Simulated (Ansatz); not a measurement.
# SiGe (quintet): one geometry, many settings

What do other methods and options give for SiGe (quintet) at this geometry, and how long do they take?

The runs use Ansatz 0.2.0, Gaussian basis; the settings change from run to run.

24 further runs of the same task are left out: 19 that didn't finish, 5 set aside as unsound or not needed.

### 1 The system

The geometry is a PBE0/def2-TZVPD stationary point (not a proven minimum) of the parent state, kept for this charge and spin. No spin-orbit coupling is included. The filled d shell of Ge may be among the frozen orbitals whatever the setting's name suggests; the logs give the count.

2 atoms, charge 0, spin multiplicity 5.

Atoms are counted from 1 here; the program's logs count them from 0.

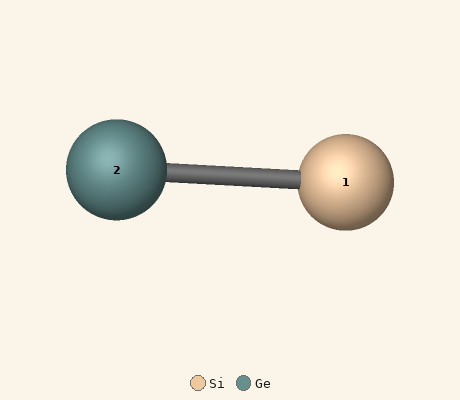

The structure; silicon light orange, germanium teal; atoms are numbered from 1 in the order of the file.

### 2 MP2 on ROHF/def2-SVP

The input, in.yaml:

```yaml
crystal:
  periodic: [false, false, false]
  atoms:
    - {symbol: Si, position_ang: [0.000000, 0.000000, 0.000000]}
    - {symbol: Ge, position_ang: [0.000000, 0.000000, 2.463500]}
basis:
  gaussian: {orbitals: def2-SVP}
magnetization: {spin_polarized: false, initial_magnetization: 4}
correlation: {method: mp2, electrons: outside_noble_gas}
```

Run with:

```sh
ansatz run in.yaml --threads 1 --pin off --events-out ev --progress --plain --max-ram 2393MiB
```

Output:

```text
Functional definition: HF
  name "HF"
  cite "Fock, Z. Phys. 61, 126 (1930) doi:10.1007/BF01340294"
  parent pbe
  exchange = exact_x
  correlation = 0
482 factors; integrals over basis functions are off by at most 9.2e-4 eV
mean field evaluation 1: about -64322.9426 eV, gradient 4.7e0 eV
mean field evaluation 2: about -64322.9531 eV, gradient 4.7e0 eV
mean field evaluation 4: about -64323.2500 eV, gradient 7.3e-1 eV
mean field evaluation 8: about -64323.2555 eV, gradient 1.1e-2 eV
mean field evaluation 16: about -64323.2537 eV, gradient 2.0e-1 eV
mean field evaluation 32: about -64323.0694 eV, gradient 1.2e0 eV
mean field -64323.25548683 eV, -2363.8360392726 hartree, gradient 6.3e-6 eV, S^2 6.000000; 5 other end points of the search recorded, 0 dependent functions left out
mean field evaluation 64: about -64323.3390 eV, gradient 1.9e-1 eV
19 core orbitals not correlated: weight in the atoms' cores, before any rotation towards them, 1.000 or more for the frozen orbitals, at most 0.000 for the correlated occupied ones
reference -64323.25548683 eV, -2363.8360392726 hartree; 6, 2 occupied and 25, 29 virtual orbitals, 482 factors
second order -3.03206467 eV of doubles, -0.04509353 eV of singles
Total energy: -64326.33264503 eV, -2363.9491227507 hartree
```

It took 17 s on 1 thread of Intel Xeon at 2.50GHz, shared host.

### 3 MP2 on UHF/aug-cc-pVDZ

The input, in.yaml:

```yaml
crystal:
  periodic: [false, false, false]
  atoms:
    - {symbol: Si, position_ang: [0.000000, 0.000000, 0.000000]}
    - {symbol: Ge, position_ang: [0.000000, 0.000000, 2.463500]}
basis:
  gaussian: {orbitals: aug-cc-pVDZ}
magnetization: {spin_polarized: true, initial_magnetization: 4}
hamiltonian: {pseudopotentials: {relativity: none}}
correlation: {method: mp2, electrons: valence}
output: {forces: true}
```

The command is unchanged.

Output, cut to the lines that bear on the results:

```text
Functional definition: HF
  name "HF"
  cite "Fock, Z. Phys. 61, 126 (1930) doi:10.1007/BF01340294"
  parent pbe
[...]
693 factors; integrals over basis functions are off by at most 6.5e-4 eV
[...]
mean field -64332.39235800 eV, -2364.1718130946 hartree, gradient 2.1e-6 eV, S^2 6.011528; 6 other end points of the search recorded, 0 dependent functions left out
14 core orbitals not correlated: weight in the atoms' cores, before any rotation towards them, 1.000 or more for the frozen orbitals, at most 0.000 for the correlated occupied ones
reference -64332.39235800 eV, -2364.1718130946 hartree; 11, 7 occupied and 38, 42 virtual orbitals, 693 factors
second order -3.59148549 eV of doubles, -0.00000000 eV of singles
[...]
Total energy: -64335.98384348 eV, -2364.3037977518 hartree
Atom 0 at     0.000000     0.000000     0.000000 Å, force     0.000000    -0.000000    -0.274939 eV/Å
Atom 1 at     0.000000     0.000000     2.463500 Å, force    -0.000000     0.000000     0.274939 eV/Å
Dipole moment:    -0.000000    -0.000000     0.027508 e Å
```

Wall time 21 s (1 thread of Intel Xeon at 2.50GHz, shared host).

From the report: ⟨S²⟩ of the determinant 6.012 (pure quintet: 6.00).

### 4 CASSCF(12,8)/def2-SVP

The input, in.yaml:

```yaml
crystal:
  periodic: [false, false, false]
  atoms:
    - {symbol: Si, position_ang: [0.000000, 0.000000, 0.000000]}
    - {symbol: Ge, position_ang: [0.000000, 0.000000, 2.463500]}
basis:
  gaussian: {orbitals: def2-SVP}
magnetization: {spin_polarized: false, initial_magnetization: 4}
correlation: {active_space: {window: {electrons: 12, orbitals: 8}, states: [{multiplicity: 5, weights: [1, 0.5, 0.5]}], root: 2}}
scf: {lower_state_search: off}
```

Launched as before.

Output, cut to the lines that bear on the results:

```text
Functional definition: HF
  name "HF"
  cite "Fock, Z. Phys. 61, 126 (1930) doi:10.1007/BF01340294"
  parent pbe
[...]
734 factors; integrals over basis functions are off by at most 1.9e-7 eV
[...]
mean field -64323.25553374 eV, -2363.8360409965 hartree, gradient 2.6e-6 eV, S^2 6.000000; 0 other end points of the search recorded, 0 dependent functions left out
reference -64323.25553374 eV, -2363.8360409965 hartree; 25, 21 occupied and 25, 29 virtual orbitals, 734 factors
state -64323.23091677 eV, -2363.8351363395 hartree
state -64318.84052083 eV, -2363.6737922645 hartree
state -64318.58879503 eV, -2363.6645415119 hartree
Total energy: -64318.58879503 eV, -2363.6645415119 hartree
Checks for a lower state left out: stability, starts, cluster_reference, orbital_swaps, neighbouring_geometries, increment
```

It took 9.1 s on 1 thread of Intel Xeon at 2.50GHz, shared host.

From the report: 70 determinants; active occupations (of the averaged states) 2.00, 2.00, 2.00, 1.50, 1.25, 1.25, 1.00, 1.00.

### 5 BCCD(T)/def2-SVPD

The input, in.yaml:

```yaml
crystal:
  periodic: [false, false, false]
  atoms:
    - {symbol: Si, position_ang: [0.000000, 0.000000, 0.000000]}
    - {symbol: Ge, position_ang: [0.000000, 0.000000, 2.463500]}
basis:
  gaussian: {orbitals: def2-SVPD}
magnetization: {spin_polarized: true, initial_magnetization: 4}
hamiltonian: {xc: {name: PBE}}
correlation: {method: bccd_t, electrons: outside_noble_gas}
accuracy: high
scf: {lower_state_search: off}
output: {forces: true}
```

The command is unchanged.

Output, cut to the lines that bear on the results:

```text
Functional definition: PBE
  name "PBE"
  cite "Perdew, Burke & Ernzerhof, Phys. Rev. Lett. 77, 3865 (1996) doi:10.1103/PhysRevLett.77.3865"
  parent pbe
[...]
996 factors; integrals over basis functions are off by at most 3.8e-9 eV
[...]
mean field -64369.65212283 eV, -2365.5410841966 hartree, gradient 3.3e-8 eV, S^2 6.001469; 0 other end points of the search recorded, 0 dependent functions left out
19 core orbitals not correlated: weight in the atoms' cores, before any rotation towards them, 0.999 or more for the frozen orbitals, at most 0.000 for the correlated occupied ones
reference -64322.83021599 eV, -2363.8204108575 hartree; 6, 2 occupied and 37, 41 virtual orbitals, 996 factors
second order -3.30344992 eV of doubles, -0.16705448 eV of singles
cycle   1  -3.94130697 eV  change   -4.7e-1 eV  update   6.7e-2
[...]
cycle  28  -4.13377068 eV  change   6.8e-10 eV  update  8.5e-10
perturbative correction -0.18232719 eV, -0.0067004008 hartree
[...]
Total energy: -64327.14631387 eV, -2363.9790245287 hartree
Atom 0 at     0.000000     0.000000     0.000000 Å, force    -0.000000     0.000000    -0.430264 eV/Å
Atom 1 at     0.000000     0.000000     2.463500 Å, force    -0.000000     0.000000     0.430264 eV/Å
Dipole moment:     0.000000     0.000000     0.031389 e Å
Checks for a lower state left out: starts, cluster_reference, orbital_swaps, neighbouring_geometries, increment
```

It took 66 s on 1 thread of Intel Xeon at 2.50GHz, shared host; peak memory 0.38 GiB.

From the report: ⟨S²⟩ of the determinant 6.001 (pure quintet: 6.00); correlation -4.3161 eV; largest double amplitude 0.09.

### 6 CCSD(T) on ROHF/cc-pVTZ

The input, in.yaml:

```yaml
crystal:
  periodic: [false, false, false]
  atoms:
    - {symbol: Si, position_ang: [0.000000, 0.000000, 0.000000]}
    - {symbol: Ge, position_ang: [0.000000, 0.000000, 2.463500]}
basis:
  gaussian: {orbitals: cc-pVTZ}
magnetization: {spin_polarized: false, initial_magnetization: 4}
correlation: {method: ccsd_t, electrons: outside_noble_gas}
output: {forces: true}
```

The command is unchanged.

Output, cut to the lines that bear on the results:

```text
Functional definition: HF
  name "HF"
  cite "Fock, Z. Phys. 61, 126 (1930) doi:10.1007/BF01340294"
  parent pbe
[...]
498 factors; integrals over basis functions are off by at most 9.4e-4 eV
[...]
mean field -64334.35363167 eV, -2364.2438885728 hartree, gradient 2.6e-6 eV, S^2 6.000000; 8 other end points of the search recorded, 0 dependent functions left out
[...]
determinant -64334.35363167 eV, -2364.2438885728 hartree, with singles and doubles -64338.90691342 eV, -2364.4112185906 hartree
determinant -64331.99668794 eV, -2364.1572724882 hartree, with singles and doubles -64336.54394206 eV, -2364.3243809951 hartree
determinant -64331.59177147 eV, -2364.1423920825 hartree, with singles and doubles -64336.45595373 eV, -2364.3211474833 hartree
determinant -64331.09580118 eV, -2364.1241655104 hartree, with singles and doubles -64335.90106673 eV, -2364.3007557625 hartree
19 core orbitals not correlated: weight in the atoms' cores, before any rotation towards them, 1.000 or more for the frozen orbitals, at most 0.000 for the correlated occupied ones
reference -64334.35363167 eV, -2364.2438885728 hartree; 6, 2 occupied and 52, 56 virtual orbitals, 498 factors
second order -3.74990720 eV of doubles, -0.05477594 eV of singles
cycle   1  -4.48708251 eV  change   -2.5e-1 eV  update   1.8e-2
[...]
cycle  12  -4.49537095 eV  change   -1.0e-7 eV  update   3.3e-7
perturbative correction -0.25380068 eV, -0.0093270029 hartree
[...]
Total energy: -64339.10280330 eV, -2364.4184174112 hartree
Atom 0 at     0.000000     0.000000     0.000000 Å, force    -0.000000     0.000000    -0.315094 eV/Å
Atom 1 at     0.000000     0.000000     2.463500 Å, force     0.000000     0.000000     0.315094 eV/Å
Dipole moment:     0.000000     0.000000     0.045319 e Å
```

It took 80 s on 1 thread of Intel Xeon at 2.50GHz, shared host; peak memory 0.28 GiB.

From the report: correlation -4.7492 eV; T1 0.019; largest double amplitude 0.09.

### 7 CCSD(T) on ROHF/6-31G

in.yaml: that of step 6 with these lines changed.

```diff
@@ -6,5 +6,5 @@
 basis:
-  gaussian: {orbitals: cc-pVTZ}
+  gaussian: {orbitals: 6-31G}
 magnetization: {spin_polarized: false, initial_magnetization: 4}
 correlation: {method: ccsd_t, electrons: outside_noble_gas}
-output: {forces: true}
+accuracy: high
```

Same command.

Output, cut to the lines that bear on the results:

```text
Functional definition: HF
  name "HF"
  cite "Fock, Z. Phys. 61, 126 (1930) doi:10.1007/BF01340294"
  parent pbe
[...]
663 factors; integrals over basis functions are off by at most 4.4e-9 eV
[...]
mean field -64323.20104268 eV, -2363.8340384868 hartree, gradient 1.1e-8 eV, S^2 6.000000; 11 other end points of the search recorded, 0 dependent functions left out
[...]
determinant -64323.20104268 eV, -2363.8340384868 hartree, with singles and doubles -64325.12496169 eV, -2363.9047412065 hartree
determinant -64321.12510978 eV, -2363.7577493600 hartree, with singles and doubles -64322.91078447 eV, -2363.8233716942 hartree
determinant -64320.53326426 eV, -2363.7359994381 hartree, with singles and doubles -64322.79490016 eV, -2363.8191130246 hartree
determinant -64319.81167620 eV, -2363.7094815663 hartree, with singles and doubles -64322.12640944 eV, -2363.7945464437 hartree
determinant -64319.78585948 eV, -2363.7085328190 hartree, with singles and doubles -64322.13257694 eV, -2363.7947730950 hartree
19 core orbitals not correlated: weight in the atoms' cores, before any rotation towards them, 1.000 or more for the frozen orbitals, at most 0.000 for the correlated occupied ones
reference -64323.20104268 eV, -2363.8340384868 hartree; 6, 2 occupied and 17, 21 virtual orbitals, 663 factors
second order -1.38586667 eV of doubles, -0.03783392 eV of singles
cycle   1  -1.92906895 eV  change   -1.0e-1 eV  update   1.1e-2
[...]
cycle  21  -1.93262180 eV  change   3.3e-10 eV  update  7.0e-10
perturbative correction -0.05382508 eV, -0.0019780354 hartree
Total energy: -64325.18748956 eV, -2363.9070390633 hartree
```

It took 32 s on 1 thread of Intel Xeon at 2.50GHz, shared host.

From the report: correlation -1.9864 eV; T1 0.031; largest double amplitude 0.13.

### 8 NEVPT2(4,8)/cc-pVDZ

The input, in.yaml:

```yaml
crystal:
  periodic: [false, false, false]
  atoms:
    - {symbol: Si, position_ang: [0.000000, 0.000000, 0.000000]}
    - {symbol: Ge, position_ang: [0.000000, 0.000000, 2.463500]}
basis:
  gaussian: {orbitals: cc-pVDZ}
magnetization: {spin_polarized: false, initial_magnetization: 4}
correlation: {method: sc_nevpt2, electrons: valence, active_space: {window: {electrons: 4, orbitals: 8}, states: [{multiplicity: 5, weights: [0.5, 1, 1]}]}}
output: {forces: true}
```

Launched as before.

Output, cut to the lines that bear on the results:

```text
Functional definition: HF
  name "HF"
  cite "Fock, Z. Phys. 61, 126 (1930) doi:10.1007/BF01340294"
  parent pbe
[...]
856 factors; integrals over basis functions are off by at most 1.9e-7 eV
[...]
mean field -64332.23457630 eV, -2364.1660147242 hartree, gradient 7.3e-6 eV, S^2 6.000000; 4 other end points of the search recorded, 0 dependent functions left out
reference -64332.23457630 eV, -2364.1660147242 hartree; 25, 21 occupied and 20, 24 virtual orbitals, 856 factors
state -64332.52485030 eV, -2364.1766820970 hartree
state -64332.52439958 eV, -2364.1766655334 hartree
state -64329.95806373 eV, -2364.0823544304 hartree
state -64332.52485030 eV, -2364.1766820970 hartree; corrected -64335.92128117 eV, -2364.3014986293 hartree
state -64332.52439958 eV, -2364.1766655334 hartree; corrected -64335.92712586 eV, -2364.3017134177 hartree
state -64329.95806373 eV, -2364.0823544304 hartree; corrected -64333.34369993 eV, -2364.2067742657 hartree
an earlier search ended where averaged states of different weights were degenerate, so these states were given the mean of their weights and the orbitals were optimised with it; in the result, neighbours among these states lie up to 4.5e-4 eV apart
[...]
WARN: the results are in doubt because close orbitals or states may skew the forces
Total energy: -64334.89200208 eV, -2364.2636733204 hartree
Atom 0 at     0.000000     0.000000     0.000000 Å, force    -0.000000    -0.000000    -1.618213 eV/Å
Atom 1 at     0.000000     0.000000     2.463500 Å, force     0.000000     0.000000     1.618213 eV/Å
Dipole moment:     0.000000     0.000000     0.006038 e Å
In doubt: close orbitals or states may skew the forces
```

Wall time 81 s (1 thread of Intel Xeon at 2.50GHz, shared host).

From the report: 40 determinants; active occupations (of the averaged states) 0.99, 0.97, 0.70, 0.68, 0.61, 0.03, 0.01, 0.00. Mind the lines of doubt at the end of the log.

### 9 CCSD(T) on UHF/aug-cc-pVDZ

The input, in.yaml:

```yaml
crystal:
  periodic: [false, false, false]
  atoms:
    - {symbol: Si, position_ang: [0.000000, 0.000000, 0.000000]}
    - {symbol: Ge, position_ang: [0.000000, 0.000000, 2.463500]}
basis:
  gaussian: {orbitals: aug-cc-pVDZ}
magnetization: {spin_polarized: true, initial_magnetization: 4}
correlation: {method: ccsd_t, electrons: outside_noble_gas, diis_vectors: 4}
```

The command is unchanged.

Output, cut to the lines that bear on the results:

```text
Functional definition: HF
  name "HF"
  cite "Fock, Z. Phys. 61, 126 (1930) doi:10.1007/BF01340294"
  parent pbe
[...]
693 factors; integrals over basis functions are off by at most 6.5e-4 eV
[...]
mean field -64332.39235800 eV, -2364.1718130946 hartree, gradient 2.1e-6 eV, S^2 6.011528; 9 other end points of the search recorded, 0 dependent functions left out
determinant -64332.39235800 eV, -2364.1718130946 hartree, with singles and doubles -64336.28795615 eV, -2364.3149736861 hartree
determinant -64330.22764751 eV, -2364.0922614515 hartree, with singles and doubles -64333.93789137 eV, -2364.2286103985 hartree
determinant -64329.67484256 eV, -2364.0719462443 hartree, with singles and doubles -64333.85513124 eV, -2364.2255690200 hartree
determinant -64329.20590757 eV, -2364.0547132014 hartree, with singles and doubles -64333.41813646 eV, -2364.2095097577 hartree
19 core orbitals not correlated: weight in the atoms' cores, before any rotation towards them, 1.000 or more for the frozen orbitals, at most 0.000 for the correlated occupied ones
reference -64332.39235800 eV, -2364.1718130946 hartree; 6, 2 occupied and 38, 42 virtual orbitals, 693 factors
second order -3.08179435 eV of doubles, -0.00000000 eV of singles
cycle   1  -3.88288352 eV  change   -6.3e-2 eV  update   1.3e-2
[...]
cycle   9  -3.88530756 eV  change    8.5e-7 eV  update   6.1e-6
perturbative correction -0.16915951 eV, -0.0062164972 hartree
Total energy: -64336.44682506 eV, -2364.3208120111 hartree
```

Run time: 53 s. Hardware: 1 thread of Intel Xeon at 2.50GHz, shared host.

From the report: ⟨S²⟩ of the determinant 6.012 (pure quintet: 6.00); correlation -4.0545 eV; T1 0.016; largest double amplitude 0.09.

### 10 CCSD(T) on UHF/cc-pVTZ-DK

in.yaml: that of step 9 with these lines changed.

```diff
@@ -6,4 +6,5 @@
 basis:
-  gaussian: {orbitals: aug-cc-pVDZ}
+  gaussian: {orbitals: cc-pVTZ-DK, point_charges: [{charge: -0.50, position_ang: [2.920, 0.048, 0.622]}]}
 magnetization: {spin_polarized: true, initial_magnetization: 4}
+hamiltonian: {pseudopotentials: {relativity: none}}
 correlation: {method: ccsd_t, electrons: outside_noble_gas, diis_vectors: 4}
```

The command is unchanged.

Output, cut to the lines that bear on the results:

```text
Functional definition: HF
  name "HF"
  cite "Fock, Z. Phys. 61, 126 (1930) doi:10.1007/BF01340294"
  parent pbe
[...]
501 factors; integrals over basis functions are off by at most 9.4e-4 eV
[...]
mean field -63973.82667179 eV, -2350.9947671709 hartree, gradient 4.3e-6 eV, S^2 6.013439; 11 other end points of the search recorded, 0 dependent functions left out
determinant -63973.82667179 eV, -2350.9947671709 hartree, with singles and doubles -63978.27754015 eV, -2351.1583335664 hartree
determinant -63973.62819397 eV, -2350.9874732456 hartree, with singles and doubles -63978.09177214 eV, -2351.1515067179 hartree
determinant -63971.50679104 eV, -2350.9095131260 hartree, with singles and doubles -63975.67032776 eV, -2351.0625202785 hartree
determinant -63971.21358743 eV, -2350.8987380920 hartree, with singles and doubles -63975.96069185 eV, -2351.0731909620 hartree
determinant -63970.59160662 eV, -2350.8758807188 hartree, with singles and doubles -63975.29051695 eV, -2351.0485624886 hartree
determinant -63973.82667179 eV, -2350.9947671709 hartree, with singles and doubles -63978.22357272 eV, -2351.1563502998 hartree
determinant -63973.62819397 eV, -2350.9874732456 hartree, with singles and doubles -63978.03573060 eV, -2351.1494472293 hartree
19 core orbitals not correlated: weight in the atoms' cores, before any rotation towards them, 1.000 or more for the frozen orbitals, at most 0.000 for the correlated occupied ones
reference -63973.82667179 eV, -2350.9947671709 hartree; 6, 2 occupied and 52, 56 virtual orbitals, 501 factors
second order -3.65113466 eV of doubles, -0.00000000 eV of singles
cycle   1  -4.39690070 eV  change    2.3e-7 eV  update   3.8e-6
perturbative correction -0.25072397 eV, -0.0092139358 hartree
WARN: the results are in doubt because the basis set is contracted for relativity, which is off
Total energy: -63978.47429645 eV, -2351.1655642273 hartree
In doubt: the basis set is contracted for relativity, which is off
```

It took 1.9 min on 1 thread of Intel Xeon at 2.50GHz, shared host.

From the report: ⟨S²⟩ of the determinant 6.013 (pure quintet: 6.00); correlation -4.6476 eV; T1 0.026; largest double amplitude 0.10. Mind the lines of doubt at the end of the log.

### 11 The runs in one table

Where basis and cores are those of an earlier UCCSDT(Q)/aug-cc-pVDZ run (-64336.5002 eV), and the state is the same kind, the miss against it is given. † marks a result that the program doubts.

```tsv
level	correlated	functions	energy (eV)	from UCCSDT(Q) (meV)	time
MP2 on ROHF/def2-SVP	outside noble gas	50	-64326.3326		17 s
MP2 on UHF/aug-cc-pVDZ	valence	63	-64335.9838		21 s
CASSCF(12,8)/def2-SVP (excited root 2 of an average)		50	-64318.5888		9.1 s
BCCD(T)/def2-SVPD (on PBE orbitals)	outside noble gas	62	-64327.1463		66 s
CCSD(T) on ROHF/cc-pVTZ	outside noble gas	77	-64339.1028		80 s
CCSD(T) on ROHF/6-31G	outside noble gas	42	-64325.1875		32 s
NEVPT2(4,8)/cc-pVDZ (mean of several states) †	valence	45	-64334.8920		81 s
CCSD(T) on UHF/aug-cc-pVDZ	outside noble gas	63	-64336.4468	53.4	53 s
CCSD(T) on UHF/cc-pVTZ-DK (beside a point charge) †	outside noble gas	77	-63978.4743		1.9 min
```

### 12 What came out

```
quantity                                                         value
    runs                                                             9
quickest   CASSCF(12,8)/def2-SVP (excited root 2 of an average), 9.1 s
 slowest  CCSD(T) on UHF/cc-pVTZ-DK (beside a point charge) †, 1.9 min
```

What this shows: Total energies in different bases, with other cores or another treatment of relativity can't be set against each other. CCSD(T) on UHF/cc-pVTZ-DK (beside a point charge) † took 12 times as long as CASSCF(12,8)/def2-SVP (excited root 2 of an average); the jobs differ in more than the method.
